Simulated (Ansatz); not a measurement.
**Run report: C2HF3O2, nudged elastic band**

System: C2HF3O2, SMILES O=COC(F)(F)F.
Method: wB97/LANL2DZ, RKS (Ansatz 0.2.0).

The starting geometry was optimised with wB97/LANL2DZ. Figures and captions count atoms from 1; the log counts them from 0 in places.

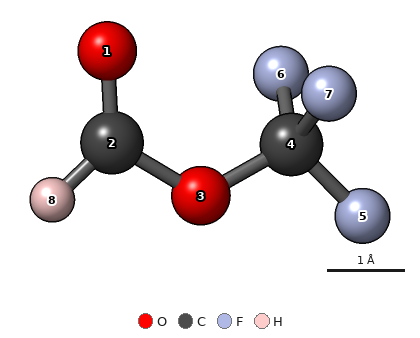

**Figure 1.** The structure as given in the input (ball-and-stick view, seen at a tilt; atoms are numbered from 1 in the order of the input).

Results in brief:

- outcome: converged
- barrier, forward: 0.312 eV
- barrier, backward: 0.234 eV
- dipole moment (one image of the band): 2.70 D
- hardware: 1 thread of Arm Neoverse V2, 128 GiB of memory available, shared host
- wall time: 22 min
- peak memory: 0.19 GiB

Input:
```yaml
crystal:
  periodic: [false, false, false]
  atoms:
    - symbol: O
      position_ang: [0.904761, -1.045603, 1.356835]
    - symbol: C
      position_ang: [-0.000900, -1.308812, 0.592159]
    - symbol: O
      position_ang: [-0.539222, -0.402640, -0.360878]
    - symbol: C
      position_ang: [-0.048971, 0.891149, -0.487999]
    - symbol: F
      position_ang: [-0.766221, 1.513775, -1.483351]
    - symbol: F
      position_ang: [-0.197018, 1.626814, 0.680002]
    - symbol: F
      position_ang: [1.293553, 0.912336, -0.841037]
    - symbol: H
      position_ang: [-0.553981, -2.244018, 0.488469]
basis:
  gaussian:
    orbitals: LANL2DZ.json
neb:
  images: 5
  max_iterations: 60
  optimiser: fire
  final_atoms:
    - {symbol: O, position_ang: [-0.366565, -2.389569, 0.740614]}
    - {symbol: C, position_ang: [0.041504, -1.259766, 0.610548]}
    - {symbol: O, position_ang: [-0.553378, -0.404877, -0.374215]}
    - {symbol: C, position_ang: [-0.074827, 0.879312, -0.507954]}
    - {symbol: F, position_ang: [-0.770818, 1.524380, -1.492567]}
    - {symbol: F, position_ang: [-0.199178, 1.605803, 0.680891]}
    - {symbol: F, position_ang: [1.285274, 0.894841, -0.834214]}
    - {symbol: H, position_ang: [0.848174, -0.774490, 1.174042]}
hamiltonian:
  xc: {name: wB97}
```

Command:
```bash
ansatz run run.yaml --threads 1 --pin off --max-ram 2610MiB --events-out events.jsonl --progress --plain --runs-dir runs
```

Log:
```
Functional definition: wB97
  name "wB97"
  parameter omega = 0.4/bohr
  parameter cx1 = 1.13116
  parameter cx2 = -2.74915
  parameter cx3 = 12.0900
  parameter cx4 = -5.71642
  parameter css1 = -2.55352
  parameter css2 = 11.8926
  parameter css3 = -26.9452
  parameter css4 = 17.0927
  parameter cos1 = 3.99051
  parameter cos2 = -17.0066
  parameter cos3 = 1.07292
  parameter cos4 = 8.88211
  exchange = spin_sum(e_x_unif_sr(omega)*poly(b97_u_x, 1, cx1, cx2, cx3, cx4)) + exact_x_lr(omega)
  correlation = spin_sum(e_c_pw_same_spin*poly(b97_u_same, 1, css1, css2, css3, css4))
      + integral(e_c_pw_opposite_spin*poly(b97_u_opposite, 1, cos1, cos2, cos3, cos4))
907 factors; integrals over basis functions are off by at most 2.5e-4 eV
348 factors; integrals over basis functions are off by at most 1.5e-6 eV
mean field evaluation 1: about -14322.5986 eV, gradient 6.3e1 eV
mean field evaluation 2: about -14320.6207 eV, gradient 7.9e1 eV
mean field evaluation 4: about -14331.4271 eV, gradient 3.4e0 eV
mean field evaluation 8: about -14331.4321 eV, gradient 1.2e-1 eV
mean field evaluation 16: about -14331.4322 eV, gradient 4.3e-5 eV
mean field -14331.43215698 eV, -526.6704175752 hartree, gradient 4.3e-5 eV, S^2 0.000000; 0 other end points of the search recorded, 0 dependent functions left out
the calculation of the forces begins
reference -14331.43215086 eV, -526.6704173505 hartree; 28, 28 occupied and 37, 37 virtual orbitals, 907 factors
907 factors; integrals over basis functions are off by at most 1.9e-4 eV
348 factors; integrals over basis functions are off by at most 1.3e-6 eV
mean field evaluation 32: about -14331.3542 eV, gradient 2.6e-5 eV
mean field -14331.35424964 eV, -526.6675545336 hartree, gradient 2.6e-5 eV, S^2 0.000000; 0 other end points of the search recorded, 0 dependent functions left out
[... from here on the field's lines of each further geometry are left out, up to the last ...]
NEB iter   1: max|band force component| = 1.038e0 eV/Å  barrier→ = 0.3500 eV  barrier← = 0.2721 eV  Δτ_max = 0.0153 Å  (199 SCF iters)
NEB iter   2: max|band force component| = 6.681e-1 eV/Å  barrier→ = 0.3310 eV  barrier← = 0.2530 eV  Δτ_max = 0.0168 Å  (167 SCF iters)
NEB iter   3: max|band force component| = 5.996e-1 eV/Å  barrier→ = 0.3237 eV  barrier← = 0.2458 eV  Δτ_max = 0.0023 Å  (170 SCF iters)
NEB iter   4: max|band force component| = 4.283e-1 eV/Å  barrier→ = 0.3211 eV  barrier← = 0.2431 eV  CI = image 3  Δτ_max = 0.0041 Å  (136 SCF iters)
NEB iter   5: max|band force component| = 1.919e-1 eV/Å  barrier→ = 0.3181 eV  barrier← = 0.2402 eV  CI = image 3  Δτ_max = 0.0050 Å  (165 SCF iters)
NEB iter   6: max|band force component| = 2.199e-1 eV/Å  barrier→ = 0.3166 eV  barrier← = 0.2387 eV  CI = image 3  Δτ_max = 0.0002 Å  (164 SCF iters)
NEB iter   7: max|band force component| = 1.925e-1 eV/Å  barrier→ = 0.3165 eV  barrier← = 0.2385 eV  CI = image 3  Δτ_max = 0.0004 Å  (115 SCF iters)
NEB iter   8: max|band force component| = 1.523e-1 eV/Å  barrier→ = 0.3162 eV  barrier← = 0.2383 eV  CI = image 3  Δτ_max = 0.0006 Å  (119 SCF iters)
NEB iter   9: max|band force component| = 1.460e-1 eV/Å  barrier→ = 0.3159 eV  barrier← = 0.2380 eV  CI = image 3  Δτ_max = 0.0008 Å  (124 SCF iters)
NEB iter  10: max|band force component| = 1.406e-1 eV/Å  barrier→ = 0.3156 eV  barrier← = 0.2377 eV  CI = image 3  Δτ_max = 0.0010 Å  (131 SCF iters)
NEB iter  11: max|band force component| = 1.654e-1 eV/Å  barrier→ = 0.3153 eV  barrier← = 0.2374 eV  CI = image 3  Δτ_max = 0.0011 Å  (127 SCF iters)
NEB iter  12: max|band force component| = 1.845e-1 eV/Å  barrier→ = 0.3150 eV  barrier← = 0.2371 eV  CI = image 3  Δτ_max = 0.0014 Å  (130 SCF iters)
NEB iter  13: max|band force component| = 1.660e-1 eV/Å  barrier→ = 0.3146 eV  barrier← = 0.2367 eV  CI = image 3  Δτ_max = 0.0018 Å  (127 SCF iters)
NEB iter  14: max|band force component| = 1.196e-1 eV/Å  barrier→ = 0.3141 eV  barrier← = 0.2362 eV  CI = image 3  Δτ_max = 0.0022 Å  (130 SCF iters)
NEB iter  15: max|band force component| = 1.090e-1 eV/Å  barrier→ = 0.3137 eV  barrier← = 0.2358 eV  CI = image 3  Δτ_max = 0.0026 Å  (131 SCF iters)
NEB iter  16: max|band force component| = 1.435e-1 eV/Å  barrier→ = 0.3132 eV  barrier← = 0.2353 eV  CI = image 3  Δτ_max = 0.0031 Å  (131 SCF iters)
NEB iter  17: max|band force component| = 1.311e-1 eV/Å  barrier→ = 0.3128 eV  barrier← = 0.2349 eV  CI = image 3  Δτ_max = 0.0035 Å  (132 SCF iters)
NEB iter  18: max|band force component| = 6.303e-2 eV/Å  barrier→ = 0.3124 eV  barrier← = 0.2345 eV  CI = image 3  Δτ_max = 0.0040 Å  (133 SCF iters)
NEB iter  19: max|band force component| = 9.876e-2 eV/Å  barrier→ = 0.3122 eV  barrier← = 0.2343 eV  CI = image 3  Δτ_max = 0.0044 Å  (135 SCF iters)
NEB iter  20: max|band force component| = 9.819e-2 eV/Å  barrier→ = 0.3121 eV  barrier← = 0.2342 eV  CI = image 3  Δτ_max = 0.0004 Å  (134 SCF iters)
NEB iter  21: max|band force component| = 7.115e-2 eV/Å  barrier→ = 0.3121 eV  barrier← = 0.2342 eV  CI = image 3  Δτ_max = 0.0008 Å  (118 SCF iters)
NEB iter  22: max|band force component| = 7.027e-2 eV/Å  barrier→ = 0.3121 eV  barrier← = 0.2341 eV  CI = image 3  Δτ_max = 0.0011 Å  (123 SCF iters)
NEB iter  23: max|band force component| = 6.874e-2 eV/Å  barrier→ = 0.3120 eV  barrier← = 0.2341 eV  CI = image 3  Δτ_max = 0.0015 Å  (119 SCF iters)
NEB iter  24: max|band force component| = 6.630e-2 eV/Å  barrier→ = 0.3120 eV  barrier← = 0.2341 eV  CI = image 3  Δτ_max = 0.0018 Å  (119 SCF iters)
NEB iter  25: max|band force component| = 6.271e-2 eV/Å  barrier→ = 0.3119 eV  barrier← = 0.2340 eV  CI = image 3  Δτ_max = 0.0020 Å  (118 SCF iters)
NEB iter  26: max|band force component| = 5.798e-2 eV/Å  barrier→ = 0.3119 eV  barrier← = 0.2340 eV  CI = image 3  Δτ_max = 0.0026 Å  (122 SCF iters)
NEB iter  27: max|band force component| = 5.362e-2 eV/Å  barrier→ = 0.3119 eV  barrier← = 0.2340 eV  CI = image 3  Δτ_max = 0.0032 Å  (132 SCF iters)
NEB iter  28: max|band force component| = 5.385e-2 eV/Å  barrier→ = 0.3119 eV  barrier← = 0.2340 eV  CI = image 3  Δτ_max = 0.0004 Å  (130 SCF iters)
NEB iter  29: max|band force component| = 5.415e-2 eV/Å  barrier→ = 0.3118 eV  barrier← = 0.2339 eV  CI = image 3  Δτ_max = 0.0008 Å  (117 SCF iters)
NEB iter  30: max|band force component| = 5.520e-2 eV/Å  barrier→ = 0.3118 eV  barrier← = 0.2339 eV  CI = image 3  Δτ_max = 0.0004 Å  (116 SCF iters)
NEB iter  31: max|band force component| = 5.248e-2 eV/Å  barrier→ = 0.3118 eV  barrier← = 0.2339 eV  CI = image 3  Δτ_max = 0.0008 Å  (115 SCF iters)
NEB iter  32: max|band force component| = 5.069e-2 eV/Å  barrier→ = 0.3118 eV  barrier← = 0.2339 eV  CI = image 3  Δτ_max = 0.0004 Å  (115 SCF iters)
NEB iter  33: max|band force component| = 5.084e-2 eV/Å  barrier→ = 0.3118 eV  barrier← = 0.2339 eV  CI = image 3  Δτ_max = 0.0008 Å  (118 SCF iters)
NEB iter  34: max|band force component| = 5.131e-2 eV/Å  barrier→ = 0.3118 eV  barrier← = 0.2339 eV  CI = image 3  Δτ_max = 0.0004 Å  (115 SCF iters)
the calculation of the forces begins
reference -14331.24489903 eV, -526.6635359725 hartree; 28, 28 occupied and 37, 37 virtual orbitals, 907 factors
these checks for a lower state are left out or cut short: stability, starts, cluster_reference, orbital_swaps, neighbouring_geometries, increment
907 factors; integrals over basis functions are off by at most 2.4e-4 eV
348 factors; integrals over basis functions are off by at most 1.3e-6 eV
mean field evaluation 1312: about -14331.3412 eV, gradient 8.7e-2 eV
mean field -14331.34124153 eV, -526.6670764942 hartree, gradient 5.6e-6 eV, S^2 0.000000; 0 other end points of the search recorded, 0 dependent functions left out
the calculation of the forces begins
reference -14331.34123542 eV, -526.6670762698 hartree; 28, 28 occupied and 37, 37 virtual orbitals, 907 factors
NEB iter  35: max|band force component| = 4.899e-2 eV/Å  barrier→ = 0.3118 eV  barrier← = 0.2339 eV  CI = image 3  CI's point: of a kind that is not told: the force calls were inconclusive, a negative curvature could not be distinguished from the path's own, the only one lies far off the path, or fixed occupations may fill a level only in part  Δτ_max = 0.0000 Å  (1086 SCF iters)
```

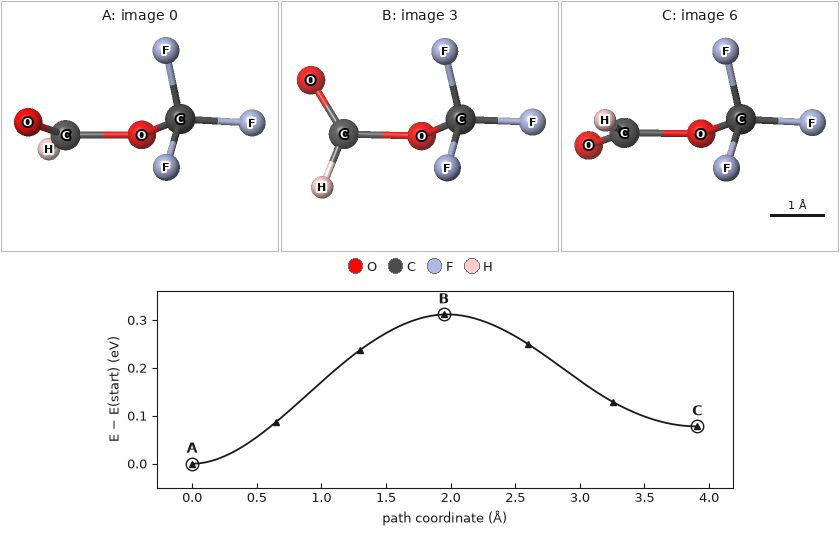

**Figure 2.** Images of the last band (counted from 0; ball-and-stick, seen at a tilt) above the energy along the path; the line is a cubic interpolation that uses the forces. The highest image is number 3, 0.312 eV above the start and 0.234 eV above the end (the climbing image); the end lies 0.078 eV above the start. The path is 3.91 Å long. The band converged in 35 iterations.

```
Total energy: -14331.12035723 eV, -526.6589591461 hartree
Atom 0 at    -0.260197    -1.130624     1.928424 Å, force     0.001727    -0.008235     0.006330 eV/Å
Atom 1 at    -0.061078    -1.229008     0.741185 Å, force     0.004684    -0.003293    -0.000058 eV/Å
Atom 2 at    -0.666198    -0.315057    -0.208289 Å, force     0.007517     0.004444     0.008216 eV/Å
Atom 3 at    -0.036066     0.841137    -0.576151 Å, force     0.001258     0.003241     0.000499 eV/Å
Atom 4 at    -0.845463     1.548629    -1.429303 Å, force    -0.001031    -0.005425    -0.005537 eV/Å
Atom 5 at     0.284272     1.652455     0.511328 Å, force    -0.005240     0.014012    -0.005908 eV/Å
Atom 6 at     1.175394     0.580423    -1.237201 Å, force     0.003005     0.001344     0.004385 eV/Å
Atom 7 at     0.501337    -2.004954     0.214207 Å, force    -0.011919    -0.006088    -0.007926 eV/Å
Dipole moment:     0.200119    -0.506436    -0.138209 e Å
this run last wrote the band of iteration 35 to runs//neb_band.json
```

The last band as extended XYZ (Å, eV, eV/Å):
```
8
Properties=species:S:1:pos:R:3:forces:R:3 image=0 energy=-14331.43216
O     0.9048   -1.0456    1.3568    0.0012  -0.0011   0.0016
C    -0.0009   -1.3088    0.5922    0.0001   0.0019  -0.0009
O    -0.5392   -0.4026   -0.3609   -0.0008   0.0019  -0.0015
C    -0.0490    0.8911   -0.4880    0.0045  -0.0027   0.0043
F    -0.7662    1.5138   -1.4834   -0.0028   0.0024  -0.0037
F    -0.1970    1.6268    0.6800   -0.0005  -0.0014  -0.0008
F     1.2936    0.9123   -0.8410   -0.0018  -0.0006   0.0004
H    -0.5540   -2.2440    0.4885    0.0000  -0.0003   0.0006
8
Properties=species:S:1:pos:R:3:forces:R:3 image=1 energy=-14331.34540
O     0.5600   -0.9703    1.6468    0.1030   0.0224  -0.0482
C    -0.0201   -1.2955    0.6328    0.0027  -0.0097  -0.0044
O    -0.5670   -0.3839   -0.3194    0.0635  -0.0298  -0.0506
C    -0.0515    0.8875   -0.5024    0.0128   0.0040  -0.0010
F    -0.8201    1.5275   -1.4469    0.0036  -0.0152  -0.0112
F    -0.0338    1.6682    0.6420   -0.0638  -0.0175   0.0216
F     1.2579    0.8111   -0.9779    0.0288   0.0810   0.0277
H    -0.2333   -2.3015    0.2693   -0.1506  -0.0352   0.0661
8
Properties=species:S:1:pos:R:3:forces:R:3 image=2 energy=-14331.19506
O     0.1435   -1.0005    1.8475    0.0752   0.0593  -0.0084
C    -0.0411   -1.2720    0.6829    0.0012  -0.0169  -0.0038
O    -0.6076   -0.3555   -0.2734    0.0705  -0.0326  -0.0515
C    -0.0462    0.8708   -0.5343    0.0122   0.0093   0.0003
F    -0.8455    1.5443   -1.4265   -0.0106  -0.0114   0.0003
F     0.1317    1.6697    0.5875   -0.0452  -0.0039   0.0225
F     1.2194    0.7075   -1.1144    0.0274   0.0828   0.0099
H     0.1377   -2.2213    0.1749   -0.1308  -0.0867   0.0308
8
Properties=species:S:1:pos:R:3:forces:R:3 image=3 energy=-14331.12036
O    -0.2602   -1.1306    1.9284    0.0017  -0.0082   0.0063
C    -0.0611   -1.2290    0.7412    0.0047  -0.0033  -0.0001
O    -0.6662   -0.3151   -0.2083    0.0075   0.0044   0.0082
C    -0.0361    0.8411   -0.5762    0.0013   0.0032   0.0005
F    -0.8455    1.5486   -1.4293   -0.0010  -0.0054  -0.0055
F     0.2843    1.6525    0.5113   -0.0052   0.0140  -0.0059
F     1.1754    0.5804   -1.2372    0.0030   0.0013   0.0044
H     0.5013   -2.0050    0.2142   -0.0119  -0.0061  -0.0079
8
Properties=species:S:1:pos:R:3:forces:R:3 image=4 energy=-14331.18252
O    -0.5809   -1.3673    1.8844   -0.0454  -0.1092  -0.0111
C    -0.0893   -1.1792    0.7979   -0.0022   0.0111   0.0043
O    -0.7146   -0.2620   -0.1282   -0.0382   0.0466   0.0663
C    -0.0203    0.8133   -0.6130   -0.0027  -0.0010   0.0042
F    -0.8334    1.5439   -1.4399    0.0153  -0.0061  -0.0179
F     0.4303    1.6391    0.4195    0.0317   0.0321  -0.0338
F     1.1217    0.4406   -1.3378   -0.0168  -0.0772   0.0129
H     0.7785   -1.6853    0.3614    0.0584   0.1037  -0.0249
8
Properties=species:S:1:pos:R:3:forces:R:3 image=5 energy=-14331.30282
O    -0.7706   -1.6507    1.7181   -0.0116  -0.0958  -0.0458
C    -0.1181   -1.1352    0.8417   -0.0068   0.0088   0.0016
O    -0.7504   -0.2059   -0.0528   -0.0313   0.0451   0.0581
C    -0.0075    0.7915   -0.6366   -0.0033   0.0006   0.0090
F    -0.8195    1.5503   -1.4358    0.0183  -0.0029  -0.0149
F     0.5774    1.6175    0.3267    0.0303   0.0225  -0.0277
F     1.0456    0.2973   -1.4169   -0.0220  -0.0735   0.0233
H     0.9349   -1.3218    0.5997    0.0265   0.0952  -0.0036
8
Properties=species:S:1:pos:R:3:forces:R:3 image=6 energy=-14331.35425
O    -0.3579   -2.4029    0.7562   -0.0006  -0.0013   0.0000
C     0.0400   -1.2708    0.6148    0.0036   0.0036   0.0018
O    -0.5661   -0.4296   -0.3749   -0.0068  -0.0025  -0.0054
C    -0.0990    0.8574   -0.5216    0.0013  -0.0075   0.0048
F    -0.8044    1.4880   -1.5090    0.0058  -0.0015   0.0064
F    -0.2248    1.5931    0.6614    0.0004   0.0052  -0.0052
F     1.2596    0.8817   -0.8535   -0.0024   0.0065  -0.0023
H     0.8447   -0.7739    1.1708   -0.0012  -0.0024  -0.0002
```

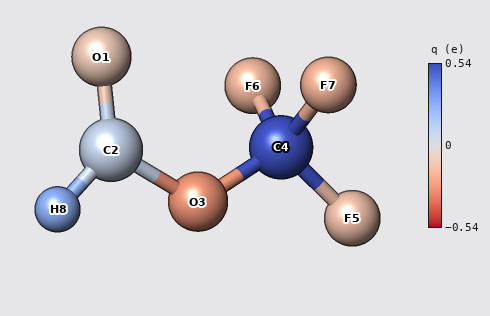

**Figure 3.** Mulliken charges, as the colour of each atom (ball-and-stick view, seen at a tilt; atoms are numbered from 1 in the order of the input). By element: O −0.27 to −0.10, C +0.08 to +0.51, F −0.18 to −0.13 and H +0.26 e.
